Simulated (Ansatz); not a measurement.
**BH3Br (doublet): one geometry, many settings at distance B1–H4 along a hydrogen transfer = 1.502 Å**

Aim: run BH3Br (doublet) at one geometry under a spread of methods and options, and see what each costs and gives.

Computed with Ansatz 0.2.0, Gaussian basis. Level: the settings change from run to run.

16 further runs of the same task are left out: 9 for a known fault of the program, 1 for a mislabelled method, 6 that didn't finish.

### Step 1. The geometry

The geometry derives from fragments relaxed apart (PBE0/def2-TZVP) and kept rigid, so it is no stationary point. A hydrogen atom is moved between rigid fragments. No spin-orbit coupling is included. The filled d shell of Br may be among the frozen orbitals whatever the setting's name suggests; the logs give the count.

5 atoms, charge 0, spin multiplicity 2.

Atoms are counted from 1 here; the program's logs count them from 0.

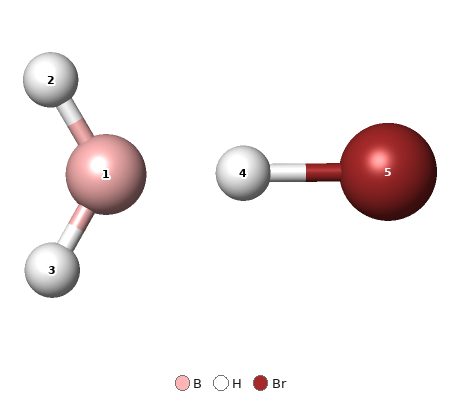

The geometry (boron pink, hydrogen white, bromine red); atoms are numbered from 1 in the order of the file.

### Step 2. BCCD on ROHF/STO-3G

Contents of in.yaml:

```yaml
crystal:
  periodic: [false, false, false]
  atoms:
    - {symbol: B, position_ang: [-2.632153, 0.000000, 0.000000]}
    - {symbol: H, position_ang: [-3.228886, 1.033571, 0.000000]}
    - {symbol: H, position_ang: [-3.228886, -1.033571, 0.000000]}
    - {symbol: H, position_ang: [-1.130153, 0.000000, 0.000000]}
    - {symbol: Br, position_ang: [0.451847, 0.000000, 0.000000]}
basis:
  gaussian: {orbitals: STO-3G, point_charges: [{charge: 0.50, position_ang: [5.395, -0.252, -0.039]}]}
magnetization: {spin_polarized: false, initial_magnetization: 1}
correlation: {method: bccd, electrons: outside_noble_gas}
output: {forces: true}
```

Run with:

```
$ ansatz run in.yaml --threads 1 --pin off --events-out ev --progress --plain --max-ram 2393MiB
```

The program printed, shortened:

```text
Functional definition: HF
  name "HF"
  cite "Fock, Z. Phys. 61, 126 (1930) doi:10.1007/BF01340294"
  parent pbe
[...]
278 factors; integrals over basis functions are off by at most 3.0e-5 eV
[...]
mean field -69950.71804113 eV, -2570.6414737117 hartree, gradient 1.0e-6 eV, S^2 0.750000; 4 other end points of the search recorded, 0 dependent functions left out
[...]
determinant -69950.71804113 eV, -2570.6414737117 hartree, with singles and doubles -69952.53887050 eV, -2570.7083879571 hartree
determinant -69948.45952460 eV, -2570.5584747603 hartree, with singles and doubles -69950.13708077 eV, -2570.6201238125 hartree
determinant -69948.44179838 eV, -2570.5578233338 hartree, with singles and doubles -69950.11955634 eV, -2570.6194798015 hartree
determinant -69947.87421512 eV, -2570.5369650337 hartree, with singles and doubles -69949.99967219 eV, -2570.6150741403 hartree
15 core orbitals not correlated: weight in the atoms' cores, before any rotation towards them, 1.000 or more for the frozen orbitals, at most 0.000 for the correlated occupied ones
reference -69950.71804113 eV, -2570.6414737117 hartree; 7, 6 occupied and 4, 5 virtual orbitals, 278 factors
second order -1.16053772 eV of doubles, -0.08669779 eV of singles
cycle   1  -1.82382019 eV  change   -3.0e-3 eV  update   5.2e-3
[...]
cycle  10  -1.82012099 eV  change   -7.5e-7 eV  update   8.4e-7
[...]
Total energy: -69952.53816211 eV, -2570.7083619243 hartree
Atom 0 at    -2.632153     0.000000     0.000000 Å, force     0.402253     0.000639     0.000134 eV/Å
Atom 1 at    -3.228886     1.033571     0.000000 Å, force     0.335964    -0.050706    -0.000025 eV/Å
Atom 2 at    -3.228886    -1.033571     0.000000 Å, force     0.335880     0.050227    -0.000027 eV/Å
Atom 3 at    -1.130153     0.000000     0.000000 Å, force    -2.527484    -0.000622    -0.000176 eV/Å
Atom 4 at     0.451847     0.000000     0.000000 Å, force     1.472925    -0.000394    -0.000049 eV/Å
Dipole moment:    -0.408877     0.000162     0.000027 e Å
```

Run time: 0.69 s. Hardware: 1 thread of Arm Neoverse V2, shared host.

From the report: correlation -1.8201 eV; largest double amplitude 0.09.

### Step 3. BCCD on UHF/cc-pVDZ

Changes to in.yaml since step 2:

```diff
@@ -9,5 +9,5 @@
 basis:
-  gaussian: {orbitals: STO-3G, point_charges: [{charge: 0.50, position_ang: [5.395, -0.252, -0.039]}]}
-magnetization: {spin_polarized: false, initial_magnetization: 1}
-correlation: {method: bccd, electrons: outside_noble_gas}
+  gaussian: {orbitals: cc-pVDZ}
+magnetization: {spin_polarized: true, initial_magnetization: 1}
+correlation: {method: bccd, electrons: outside_noble_gas, diis_vectors: 12}
 output: {forces: true}
```

Same command.

The program printed, shortened:

```text
Functional definition: HF
  name "HF"
  cite "Fock, Z. Phys. 61, 126 (1930) doi:10.1007/BF01340294"
  parent pbe
[...]
576 factors; integrals over basis functions are off by at most 1.4e-3 eV
[...]
mean field -70714.76512838 eV, -2598.7196862784 hartree, gradient 3.9e-6 eV, S^2 0.779797; 2 other end points of the search recorded, 0 dependent functions left out
determinant -70714.76512838 eV, -2598.7196862784 hartree, with singles and doubles -70721.21535386 eV, -2598.9567276929 hartree
determinant -70712.29654631 eV, -2598.6289675608 hartree, with singles and doubles -70718.79136780 eV, -2598.8676478481 hartree
determinant -70712.26942887 eV, -2598.6279710133 hartree, with singles and doubles -70718.76373676 eV, -2598.8666324263 hartree
15 core orbitals not correlated: weight in the atoms' cores, before any rotation towards them, 1.000 or more for the frozen orbitals, at most 0.000 for the correlated occupied ones
reference -70714.76512838 eV, -2598.7196862784 hartree; 7, 6 occupied and 34, 35 virtual orbitals, 576 factors
second order -5.48096690 eV of doubles, -0.00000000 eV of singles
cycle   1  -6.44580364 eV  change    4.4e-3 eV  update   4.0e-3
[...]
cycle  10  -6.44485768 eV  change    4.8e-7 eV  update   4.6e-7
[...]
Total energy: -70721.20998606 eV, -2598.9565304297 hartree
Atom 0 at    -2.632153     0.000000     0.000000 Å, force     0.190328     0.000000     0.000000 eV/Å
Atom 1 at    -3.228886     1.033571     0.000000 Å, force     0.208418     0.447518    -0.000000 eV/Å
Atom 2 at    -3.228886    -1.033571     0.000000 Å, force     0.208418    -0.447518    -0.000000 eV/Å
Atom 3 at    -1.130153     0.000000     0.000000 Å, force    -1.581569     0.000000     0.000000 eV/Å
Atom 4 at     0.451847     0.000000     0.000000 Å, force     0.974405     0.000000    -0.000000 eV/Å
Dipole moment:    -0.502986     0.000000    -0.000000 e Å
```

It took 6.5 s on 1 thread of Arm Neoverse V2, shared host.

From the report: ⟨S²⟩ of the determinant 0.780 (pure doublet: 0.75); correlation -6.4449 eV; largest double amplitude 0.05.

### Step 4. CCSD on UHF/cc-pVDZ

Changes to in.yaml since step 3:

```diff
@@ -11,3 +11,2 @@
 magnetization: {spin_polarized: true, initial_magnetization: 1}
-correlation: {method: bccd, electrons: outside_noble_gas, diis_vectors: 12}
-output: {forces: true}
+correlation: {method: ccsd, electrons: outside_noble_gas}
```

Launched as before.

The program printed, shortened:

```text
Functional definition: HF
  name "HF"
  cite "Fock, Z. Phys. 61, 126 (1930) doi:10.1007/BF01340294"
  parent pbe
[...]
576 factors; integrals over basis functions are off by at most 1.4e-3 eV
[...]
mean field -70714.76512838 eV, -2598.7196862784 hartree, gradient 3.9e-6 eV, S^2 0.779797; 2 other end points of the search recorded, 0 dependent functions left out
determinant -70714.76512838 eV, -2598.7196862784 hartree, with singles and doubles -70721.21535386 eV, -2598.9567276929 hartree
determinant -70712.29654631 eV, -2598.6289675608 hartree, with singles and doubles -70718.79136780 eV, -2598.8676478481 hartree
determinant -70712.26942887 eV, -2598.6279710133 hartree, with singles and doubles -70718.76373676 eV, -2598.8666324263 hartree
15 core orbitals not correlated: weight in the atoms' cores, before any rotation towards them, 1.000 or more for the frozen orbitals, at most 0.000 for the correlated occupied ones
reference -70714.76512838 eV, -2598.7196862784 hartree; 7, 6 occupied and 34, 35 virtual orbitals, 576 factors
second order -5.48096690 eV of doubles, -0.00000000 eV of singles
cycle   1  -6.45031771 eV  change   -9.2e-5 eV  update   4.4e-4
[...]
cycle   6  -6.45039004 eV  change   -1.1e-5 eV  update   3.0e-6
Total energy: -70721.21551841 eV, -2598.9567337401 hartree
```

It took 2.9 s on 1 thread of Arm Neoverse V2, shared host.

From the report: ⟨S²⟩ of the determinant 0.780 (pure doublet: 0.75); correlation -6.4504 eV; T1 0.013; largest double amplitude 0.05.

### Step 5. CASSCF(1,6)/cc-pVDZ

Changes to in.yaml since step 4:

```diff
@@ -10,3 +10,5 @@
   gaussian: {orbitals: cc-pVDZ}
-magnetization: {spin_polarized: true, initial_magnetization: 1}
-correlation: {method: ccsd, electrons: outside_noble_gas}
+magnetization: {spin_polarized: false, initial_magnetization: 1}
+correlation: {active_space: {window: {electrons: 1, orbitals: 6}}}
+accuracy: high
+output: {forces: true}
```

Launched as before.

The program printed, shortened:

```text
Functional definition: HF
  name "HF"
  cite "Fock, Z. Phys. 61, 126 (1930) doi:10.1007/BF01340294"
  parent pbe
[...]
1127 factors; integrals over basis functions are off by at most 4.7e-9 eV
[...]
mean field -70714.55022003 eV, -2598.7117885424 hartree, gradient 6.6e-8 eV, S^2 0.750000; 0 other end points of the search recorded, 0 dependent functions left out
reference -70714.55022003 eV, -2598.7117885424 hartree; 22, 21 occupied and 34, 35 virtual orbitals, 1127 factors
state -70714.55022003 eV, -2598.7117885424 hartree
[...]
Total energy: -70714.55022003 eV, -2598.7117885424 hartree
Atom 0 at    -2.632153     0.000000     0.000000 Å, force    -0.494566     0.000000    -0.000000 eV/Å
Atom 1 at    -3.228886     1.033571     0.000000 Å, force     0.414062     0.214319     0.000000 eV/Å
Atom 2 at    -3.228886    -1.033571     0.000000 Å, force     0.414062    -0.214319     0.000000 eV/Å
Atom 3 at    -1.130153     0.000000     0.000000 Å, force    -1.105511     0.000000    -0.000000 eV/Å
Atom 4 at     0.451847     0.000000     0.000000 Å, force     0.771952     0.000000     0.000000 eV/Å
Dipole moment:    -0.615882    -0.000000     0.000000 e Å
```

Wall time 3.3 s (1 thread of Arm Neoverse V2, shared host).

From the report: 6 determinants; active occupations 1.00, 0.00, 0.00, 0.00, 0.00, 0.00. With so small a space the active step adds no correlation: the energy is the mean field's.

### Step 6. All runs side by side

Where basis and cores are those of an earlier UCCSDT(Q)/cc-pVDZ run (-70721.3634 eV), and the state is the same kind, the miss against it is given.

```
                                      level         correlated  functions  energy (eV)  from UCCSDT(Q) (meV)    time
BCCD on ROHF/STO-3G (beside a point charge)  outside noble gas         26  -69952.5382                        0.69 s
                        BCCD on UHF/cc-pVDZ  outside noble gas         56  -70721.2100                 153.4   6.5 s
                        CCSD on UHF/cc-pVDZ  outside noble gas         56  -70721.2155                 147.9   2.9 s
                        CASSCF(1,6)/cc-pVDZ                            56  -70714.5502                6813.2   3.3 s
```

### Step 7. Summary of results

| quantity | value |
| --- | --- |
| runs | 4 |
| quickest | BCCD on ROHF/STO-3G (beside a point charge), 0.69 s |
| slowest | BCCD on UHF/cc-pVDZ, 6.5 s |

What this shows: Total energies in different bases, with other cores or another treatment of relativity can't be set against each other. BCCD on UHF/cc-pVDZ took 9 times as long as BCCD on ROHF/STO-3G (beside a point charge); the jobs differ in more than the method. Among the correlated runs with a miss given, it spans +148 to +153 meV. Hartree-Fock, CASSCF and CASCI lack dynamic correlation by design.
